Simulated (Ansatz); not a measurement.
# What ScAlSe3 (model cell, started as cubic perovskite with Al in the octahedra) distorts into, part 2 of 3

Wanted: the energy along a soft mode of ScAlSe3 (model cell, started as cubic perovskite with Al in the octahedra) and the structure at the end.

Ansatz 0.2.0; DFT PBE, scalar-relativistic, plane waves, PAW; PAW set soft_1.

So far, highest frequency on the path or at a solved wavevector (cm⁻¹): step 2 (phonons on a q mesh) 337. Also lowest frequency on the path (cm⁻¹): step 2 -187.

The structure was built from a prototype and need not be the compound's stable phase.

## 5. Energy along the mode, all amplitudes (two of the runs are shown above)

An imaginary frequency means negative curvature, so the energy should fall and then rise again as anharmonic terms take over.

This step gave:

```
depth at the lowest point sampled  : 169.4 meV/atom
largest atomic shift at that point : 0.6 Å
```

Table of energy from the parent by largest atomic shift:

| largest atomic shift (Å) | energy from the parent (meV/atom) |
| --- | --- |
| 0.000 | 0 |
| 0.040 | -1.04 |
| 0.080 | -4.17 |
| 0.140 | -12.6 |
| 0.220 | -30.4 |
| 0.320 | -61.4 |
| 0.450 | -111 |
| 0.600 | -169 |

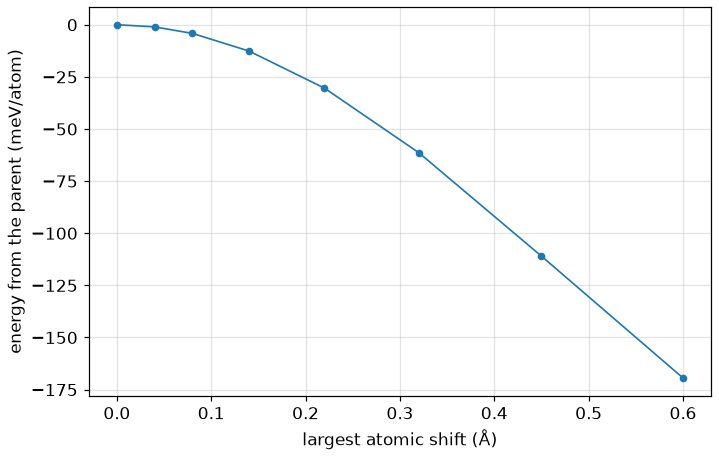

Energy from the parent, plotted against largest atomic shift.

Displacement at unit largest shift by atom:

| atom | x (Å) | y (Å) | z (Å) | size |
| --- | --- | --- | --- | --- |
| Sc1 | 0.00 | 1.00 | 0.00 | 1.00 |
| Sc2 | 0.00 | -1.00 | 0.00 | 1.00 |
| Al3 | 0.00 | 0.00 | 0.00 | 0.00 |
| Al4 | 0.00 | 0.00 | 0.00 | 0.00 |
| Se5 | -0.25 | 0.00 | 0.00 | 0.25 |
| Se6 | 0.25 | 0.00 | 0.00 | 0.25 |
| Se7 | 0.00 | 0.00 | 0.00 | 0.00 |
| Se8 | 0.00 | 0.00 | 0.00 | 0.00 |
| Se9 | 0.00 | 0.00 | -0.25 | 0.25 |
| Se10 | 0.00 | 0.00 | 0.25 | 0.25 |

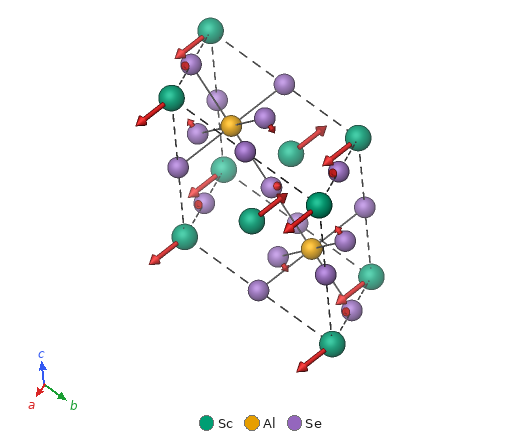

Displacement at unit largest shift as arrows, the longest 1 Å. Some periodic images of atoms are drawn too.

The lowest of the steps tried is the last one, at 0.6 Å, 169 meV/atom below the parent; the bottom of the well need not coincide with a step.

## 6. Relaxation from the frozen mode

Starting from the lowest point found, all atoms and the cell are let go, so that strain and other modes of the same symmetry can join in.

File input.yaml:

```yaml
crystal:
  lattice:
    - [4.8618479548, 4.8618479548, 0.0]
    - [4.8618479548, 0.0, 4.8618479548]
    - [4.8618479548, 0.0, -4.8618479548]
  atoms:
    - { symbol: Sc, position: [0.1234098651, -0.0617049325, -0.0617049325] }
    - { symbol: Sc, position: [-0.1234098651, 0.5617049325, 0.5617049325] }
    - { symbol: Al, position: [0.5, 0.25, 0.75] }
    - { symbol: Al, position: [0.5, 0.75, 0.25] }
    - { symbol: Se, position: [0.5, -0.0153174118, -0.0153174118] }
    - { symbol: Se, position: [0.5, 0.5153174118, 0.5153174118] }
    - { symbol: Se, position: [0.0, 0.5, 0.0] }
    - { symbol: Se, position: [0.0, 0.0, 0.5] }
    - { symbol: Se, position: [0.5, -0.0153174118, 0.5153174118] }
    - { symbol: Se, position: [0.5, 0.5153174118, -0.0153174118] }
kpoints:
  mp_grid: { grid: [8, 8, 8] }
hamiltonian:
  xc: pbe
  pseudopotentials: { kind: paw, azcp: { folder: soft_1 } }
scf:
  occupations: { method: methfessel_paxton, width: 0.2 }
output:
  forces: true
  stress: true
  eigenvalues: true
relax:
  adjacent_minimum: "off"
  f_tol: 0.002
  max_steps: 120
  cell: { stress_tol: 0.03 }
```

Launch:

```bash
ansatz run input.yaml --threads 4 --pin off --max-ram 16384MiB --backend cpu --events-out ev --progress --plain --runs-dir out
```

Numbers of over 12 decimals in the logs are rounded to 6 here.

The program printed:

```text
[...]
Crystal: 10 atoms, lattice volume = 229.844 Å³
Basis set: ecut = 420 eV, 4573 PW (Γ), exchange–correlation on 96×96×96 points (8 copies of the dense FFT grid, shifted against one another)
Bands: 75, of which v1, the nominal top of the filled ones, is band 62 counted from 1 (61 counted from 0)
Symmetry: 16 space group operations
[...]
k-points: 59 of 512
[...]
SCF iter   1: F=—  HF=-38171.903048 eV  |F-HF|=—  |Δ(HF+E_count)|=         —  Δρ=1.11e-1  dr2=6.61e1  ethr=3.10e-3  ⟨swp⟩=6.8  Hψ=16532  notcnv=0
[...]
SCF iter  12: F=-38167.539702 eV  HF=-38167.539702 eV  |F-HF|=1.92e-8  |Δ(HF+E_count)|=   7.08e-8  S|Δr|=    0.00e0  Δρ=3.84e-6  dr2=7.22e-8  ethr=8.06e-11  ⟨swp⟩=10.3  Hψ=18599  notcnv=0
SCF 1 converged in 12 iterations: F = -38167.539702 eV  dr2 = 7.22e-8
[...]
relax step   1: F+E_penalty+E_count = -38167.53970207 eV  Δ(F+E_penalty+E_count) = +0.000e0 eV  max|allowed force component| = 1.470e0 eV/Å  Δτ_max = 0.0000 Å  P = +2.349 GPa  Ω = 229.844 Å³  (12 SCF iters, dr2 threshold 1.00e-7 eV, accepted)
Crystal: 10 atoms, lattice volume = 238.073 Å³
Basis set: ecut = 420 eV, 4653 PW (Γ), exchange–correlation on 96×96×96 points (8 copies of the dense FFT grid, shifted against one another)
[...]
SCF iter   7: F=-38168.246600 eV  HF=-38168.246599 eV  |F-HF|=5.32e-7  |Δ(HF+E_count)|=   4.48e-6  S|Δr|=    0.00e0  Δρ=1.15e-5  dr2=5.37e-7  ethr=8.06e-10  ⟨swp⟩=5.9  Hψ=22559  notcnv=0
SCF 2 converged in 7 iterations: F = -38168.246600 eV  dr2 = 5.37e-7
[...]
relax step   2: F+E_penalty+E_count = -38168.24659985 eV  Δ(F+E_penalty+E_count) = -7.069e-1 eV  max|allowed force component| = 6.447e-1 eV/Å  Δτ_max = 0.1949 Å  P = +2.242 GPa  Ω = 238.073 Å³  energy of the carried Pulay correction = -5.769e-4 eV  (7 SCF iters, dr2 threshold 1.00e-6 eV, accepted)
Crystal: 10 atoms, lattice volume = 255.017 Å³
Basis set: ecut = 420 eV, 4957 PW (Γ), exchange–correlation on 96×96×96 points (8 copies of the dense FFT grid, shifted against one another)
[...]
SCF iter   9: F=-38168.531713 eV  HF=-38168.531712 eV  |F-HF|=8.73e-7  |Δ(HF+E_count)|=   1.48e-6  S|Δr|=    0.00e0  Δρ=1.05e-5  dr2=6.50e-7  ethr=8.06e-10  ⟨swp⟩=5.2  Hψ=23079  notcnv=0
SCF 3 converged in 9 iterations: F = -38168.531713 eV  dr2 = 6.50e-7
relax step   3: F+E_penalty+E_count = -38168.53171288 eV  Δ(F+E_penalty+E_count) = -2.851e-1 eV  max|allowed force component| = 5.104e-1 eV/Å  Δτ_max = 0.1641 Å  P = +1.063 GPa  Ω = 255.017 Å³  energy of the carried Pulay correction = -1.703e-3 eV  (9 SCF iters, dr2 threshold 1.00e-6 eV, accepted)
[...]
relax step   4: F+E_penalty+E_count = -38168.56865328 eV  Δ(F+E_penalty+E_count) = -3.694e-2 eV  max|allowed force component| = 1.822e-1 eV/Å  Δτ_max = 0.0577 Å  P = -0.543 GPa  Ω = 258.280 Å³  energy of the carried Pulay correction = -1.911e-3 eV  (9 SCF iters, dr2 threshold 1.00e-6 eV, accepted)
[...]
relax step   5: F+E_penalty+E_count = -38168.58110107 eV  Δ(F+E_penalty+E_count) = -1.245e-2 eV  max|allowed force component| = 1.926e-1 eV/Å  Δτ_max = 0.0416 Å  P = -0.316 GPa  Ω = 256.754 Å³  energy of the carried Pulay correction = -1.814e-3 eV  (8 SCF iters, dr2 threshold 1.00e-6 eV, accepted)
[...]
relax step   6: F+E_penalty+E_count = -38168.58643141 eV  Δ(F+E_penalty+E_count) = -5.330e-3 eV  max|allowed force component| = 6.437e-3 eV/Å  Δτ_max = 0.0224 Å  P = -0.028 GPa  Ω = 256.204 Å³  energy of the carried Pulay correction = -1.779e-3 eV  (7 SCF iters, dr2 threshold 1.00e-6 eV, accepted)
[...]
relax step   7: F+E_penalty+E_count = -38168.58647880 eV  Δ(F+E_penalty+E_count) = -4.739e-5 eV  max|allowed force component| = 1.237e-3 eV/Å  Δτ_max = 0.0014 Å  P = +0.008 GPa  Ω = 255.917 Å³  energy of the carried Pulay correction = -1.761e-3 eV  (8 SCF iters, dr2 threshold 2.59e-9 eV, accepted)
[...]
relax step   8: F+E_penalty+E_count = -38168.58945626 eV  Δ(F+E_penalty+E_count) = -2.977e-3 eV  max|allowed force component| = 1.497e-3 eV/Å  Δτ_max = 0.0000 Å  P = +0.021 GPa  Ω = 255.917 Å³  stress off target by 3.68e-2 GPa  SCF on the basis re-selected at this cell (its energy is not comparable with the rows above)  (12 SCF iters)
[...]
relax step   9: F+E_penalty+E_count = -38168.58946436 eV  Δ(F+E_penalty+E_count) = -8.096e-6 eV  max|allowed force component| = 8.703e-4 eV/Å  Δτ_max = 0.0007 Å  P = +0.001 GPa  Ω = 256.064 Å³  energy of the carried Pulay correction = -9.254e-6 eV  (7 SCF iters, dr2 threshold 3.39e-9 eV, accepted)
[...]
SCF iter   8: F=-38168.589476 eV  HF=-38168.589476 eV  |F-HF|=1.46e-11  |Δ(HF+E_count)|=  5.09e-11  S|Δr|=    0.00e0  Δρ=2.13e-8  dr2=3.60e-12  ethr=1.00e-12  ⟨swp⟩=4.1  Hψ=13552  notcnv=0
SCF 10 converged in 8 iterations: F = -38168.589476 eV  dr2 = 3.60e-12
relax step  10: F+E_penalty+E_count = -38168.58947566 eV  Δ(F+E_penalty+E_count) = -1.130e-5 eV  max|allowed force component| = 8.284e-4 eV/Å  Δτ_max = 0.0000 Å  P = +0.001 GPa  Ω = 256.064 Å³  stress off target by 5.92e-3 GPa  SCF on the basis re-selected at this cell (its energy is not comparable with the rows above)  (8 SCF iters)
[...]
SCF converged after 8 iterations
[...]
Free energy (F): -38168.589476 eV
[...]
Internal energy: -38168.600286 eV  (E = F + TS)
E sigma→0 (E₀):  -38168.592178 eV
Entropy (-TS):   0.010810 eV (1.081 meV/atom)
Fermi energy:    6.589220 eV
[...]
--- Forces (eV/Å), atoms counted from 1 ---
  atom   1  Sc     0.00000000    -0.00082837     0.00000000
  atom   2  Sc     0.00000000     0.00082837     0.00000000
  atom   3  Al    -0.00000000     0.00000000     0.00000000
  atom   4  Al    -0.00000000     0.00000000     0.00000000
  atom   5  Se     0.00012366     0.00000000     0.00000000
  atom   6  Se    -0.00012366     0.00000000     0.00000000
  atom   7  Se     0.00000000     0.00000000     0.00000000
  atom   8  Se     0.00000000     0.00000000    -0.00000000
  atom   9  Se     0.00000000    -0.00000000     0.00012366
  atom  10  Se     0.00000000    -0.00000000    -0.00012366
  max |Σ_I F_I| component: 1.73e-18 eV/Å
--- Stress (GPa, compression-positive) ---
       -0.000935       0.000000       0.000000
        0.000000       0.005915       0.000000
        0.000000       0.000000      -0.000935
  P = ⅓ Tr σ = 0.0013 GPa (0.013 kbar)
--- Band table (eV; the first three rows and the last of 59) ---
  k-point 0: bands = [... 58 lower, 6.1791, 6.2270, 6.2270, 6.4456, 6.4456, 7.1710, 7.8870, 7.9450, ... 9 higher]
  k-point 1: bands = [... 58 lower, 6.1038, 6.1950, 6.3237, 6.3880, 6.4125, 7.2196, 7.8739, 8.0333, ... 9 higher]
  k-point 2: bands = [... 58 lower, 6.0790, 6.1158, 6.3258, 6.3284, 6.8022, 7.3076, 7.9720, 8.1255, ... 9 higher]
  k-point 58: bands = [... 58 lower, 5.5233, 5.5233, 5.6986, 6.1426, 7.3475, 7.7949, 8.1985, 8.4945, ... 9 higher]
--- Relaxed structure (8 steps of the walk, 8 accepted, 2 SCFs on fresh bases) ---
  F+E_penalty+E_count = -38168.58947566 eV   max|allowed force component| = 8.284e-4 eV/Å   (the final SCF, on the basis selected at the relaxed cell)
  cell:  # Å, volume = 256.0643 Å³
    - [4.920871, 5.287315, 0]
    - [4.920871, 0, 4.920871]
    - [4.920871, 0, -4.920871]
  atoms:
    - { symbol: Sc, position: [0.194971, -0.097485, -0.097485] }
    - { symbol: Sc, position: [-0.194971, 0.597485, 0.597485] }
    - { symbol: Al, position: [0.5, 0.250000, 0.750000] }
    - { symbol: Al, position: [0.5, 0.75, 0.25] }
    - { symbol: Se, position: [0.5, -0.025058, -0.025058] }
    - { symbol: Se, position: [0.5, 0.525058, 0.525058] }
    - { symbol: Se, position: [-4.995246434989417e-19, 0.5, 0.0] }
    - { symbol: Se, position: [-4.995246434989419e-19, 0.0, 0.5] }
    - { symbol: Se, position: [0.5, -0.025058, 0.525058] }
    - { symbol: Se, position: [0.5, 0.525058, -0.025058] }
```

It took 2.8 min on 4 threads of Arm Neoverse V2, shared host; peak memory 1.3 GiB; 11 min of CPU time.

The steps of the relaxation:

| step | energy less that of the first step (eV) | largest force component (eV/Å) | pressure (GPa) | volume (Å³) |
| --- | --- | --- | --- | --- |
| 1 | 0.0000 | 1.4696 | 2.35 | 229.84 |
| 2 | -0.7069 | 0.6447 | 2.24 | 238.07 |
| 3 | -0.9920 | 0.5104 | 1.06 | 255.02 |
| 4 | -1.0290 | 0.1822 | -0.54 | 258.28 |
| 5 | -1.0414 | 0.1926 | -0.32 | 256.75 |
| 6 | -1.0467 | 0.0064 | -0.03 | 256.20 |
| 7 | -1.0468 | 0.0012 | 0.01 | 255.92 |
| 8* | -1.0498 | 0.0015 | 0.02 | 255.92 |
| 9 | -1.0498 | 0.0009 | 0.00 | 256.06 |
| 10* | -1.0498 | 0.0008 | 0.00 | 256.06 |

Relaxation steps marked * repeat the geometry before them on a plane-wave basis chosen anew for their cell, so energy and pressure can jump there.

Forces are held to the 16 operations that the run works with; a distortion that breaks them can't arise in this run.

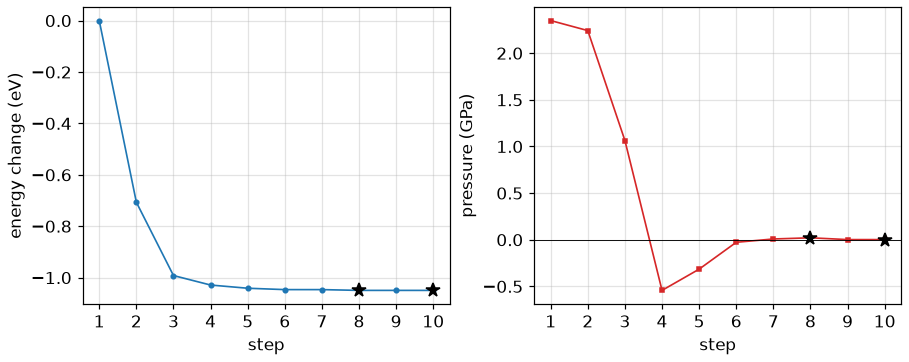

Energy and pressure along the relaxation. Stars mark steps on a basis chosen anew.

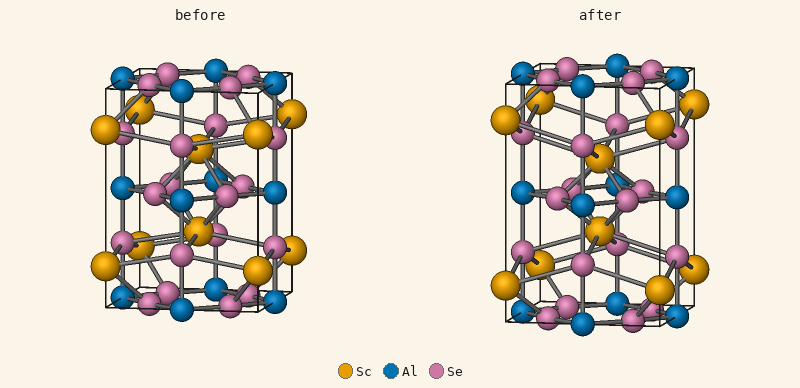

The structure before and after the relaxation, drawn at the same scale.

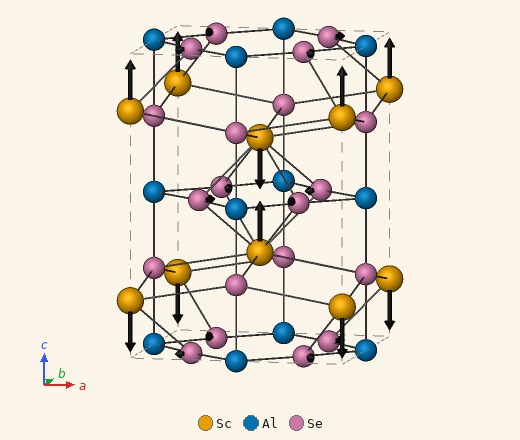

Displacements in the relaxation, exaggerated, measured against the changing cell; the longest in the cell stands for 0.38 Å. Some periodic images of atoms are drawn too.

| conventional cell, symmetrised | before | after | change |
| --- | --- | --- | --- |
| a (Å) | 6.876 | 6.959 | +1.2 % |
| b (Å) | 6.876 | 6.959 | +1.2 % |
| c (Å) | 9.724 | 10.575 | +8.8 % |
| volume (Å³/atom) | 22.98 | 25.61 | +11.4 % |

The atoms that moved most (Å, as changes of fractional coordinates times the final cell):

| atom | dx | dy | dz | length |
| --- | --- | --- | --- | --- |
| Sc1 | 0.000 | 0.378 | 0.000 | 0.378 |
| Sc2 | 0.000 | -0.378 | 0.000 | 0.378 |
| Se6 | 0.096 | 0.000 | 0.000 | 0.096 |
| Se10 | 0.000 | 0.000 | 0.096 | 0.096 |
| Se9 | 0.000 | 0.000 | -0.096 | 0.096 |
| Se5 | -0.096 | 0.000 | 0.000 | 0.096 |

The relaxed structure:

```cif
data_structure
_symmetry_space_group_name_H-M 'P 1'
_symmetry_Int_Tables_number 1
_cell_length_a 7.2229
_cell_length_b 6.9592
_cell_length_c 6.9592
_cell_angle_alpha 90.000
_cell_angle_beta 61.201
_cell_angle_gamma 61.201
_cell_volume 256.06
loop_
_atom_site_label
_atom_site_type_symbol
_atom_site_fract_x
_atom_site_fract_y
_atom_site_fract_z
_atom_site_occupancy
Sc1 Sc 0.19497 0.90251 0.90251 1
Sc2 Sc 0.80503 0.59749 0.59749 1
Al3 Al 0.50000 0.25000 0.75000 1
Al4 Al 0.50000 0.75000 0.25000 1
Se5 Se 0.50000 0.97494 0.97494 1
Se6 Se 0.50000 0.52506 0.52506 1
Se7 Se 0.00000 0.50000 0.00000 1
Se8 Se 0.00000 0.00000 0.50000 1
Se9 Se 0.50000 0.97494 0.52506 1
Se10 Se 0.50000 0.52506 0.97494 1
```

This step gave:

| Item | Value |
| --- | --- |
| pressure | 0.001348 GPa |
| volume per atom | 25.61 Å³ |

The distorted start has space group I4/mmm; the relaxation ends in I4/mmm.

## 7. The new phase in its own primitive cell

The relaxed structure is symmetrised, reduced to its primitive cell and relaxed tightly, as its phonons need.

input.yaml, the sections that differ from step 6:

```yaml
crystal:
  lattice:
    - [-3.4795809998, 3.4795809998, 5.2873149002]
    - [3.4795809998, -3.4795809998, 5.2873149002]
    - [3.4795809998, 3.4795809998, -5.2873149002]
  atoms:
    - { symbol: Sc, position: [0.8474854724, 0.8474854724, 0.0] }
    - { symbol: Sc, position: [0.1525145276, 0.1525145276, 0.0] }
    - { symbol: Al, position: [0.0, 0.5, 0.5] }
    - { symbol: Al, position: [0.5, 0.0, 0.5] }
    - { symbol: Se, position: [0.7750584329, 0.7750584329, 0.5501168658] }
    - { symbol: Se, position: [0.2249415671, 0.2249415671, 0.4498831342] }
    - { symbol: Se, position: [0.75, 0.25, 0.5] }
    - { symbol: Se, position: [0.25, 0.75, 0.5] }
    - { symbol: Se, position: [0.2249415671, 0.7750584329, 0.0] }
    - { symbol: Se, position: [0.7750584329, 0.2249415671, 0.0] }
relax:
  adjacent_minimum: "off"
  f_tol: 0.001
  max_steps: 60
  cell: { stress_tol: 0.01 }
# kpoints, hamiltonian, scf, output: as in step 6
```

The program printed:

```text
[...]
Crystal: 10 atoms, lattice volume = 256.064 Å³
Basis set: ecut = 420 eV, 4989 PW (Γ), exchange–correlation on 100×100×100 points (8 copies of the dense FFT grid, shifted against one another)
Bands: 75, of which v1, the nominal top of the filled ones, is band 62 counted from 1 (61 counted from 0)
Symmetry: 16 space group operations
[...]
k-points: 59 of 512
[...]
- { symbol: Al, position: [0.0, 0.500000, 0.500000] }
    - { symbol: Al, position: [0.500000, 0.0, 0.500000] }
    - { symbol: Se, position: [0.775058, 0.775058, 0.550117] }
    - { symbol: Se, position: [0.2249415671, 0.2249415671, 0.4498831342] }
    - { symbol: Se, position: [0.750000, 0.250000, 0.500000] }
    - { symbol: Se, position: [0.250000, 0.750000, 0.500000] }
    - { symbol: Se, position: [0.224942, 0.775058, 0.0] }
    - { symbol: Se, position: [0.775058, 0.224942, 0.0] }
[key lines of the parts left out:]
SCF converged after 9 iterations
Free energy (F): -38168.589476 eV
Fermi energy:    6.589220 eV
P = ⅓ Tr σ = 0.0013 GPa (0.013 kbar)
```

Run time: 39 s. Hardware: 4 threads; peak memory 1.3 GiB; 2.6 min of CPU time.

Little changed from the start: no atom moved by 0.005 Å and no cell edge by 0.1 %.

This step gave:

```
pressure : 0.001347 GPa
```

The largest force component left is 0.83 meV/Å and the pressure is 0.001 GPa, within the tolerances set. The cell now holds 25.61 Å³/atom.

(Continued in part 3 of 3.)

[Logs are printed without paths, hosts, clocks, repeated set-up lines and the standing remarks that a program may print on its own settings, such as how far it seeks lower states.]

[Hosts, paths, dates, database ids (printed as entryN), source tags and the programs' standing remarks are cut or masked in the printed files.]
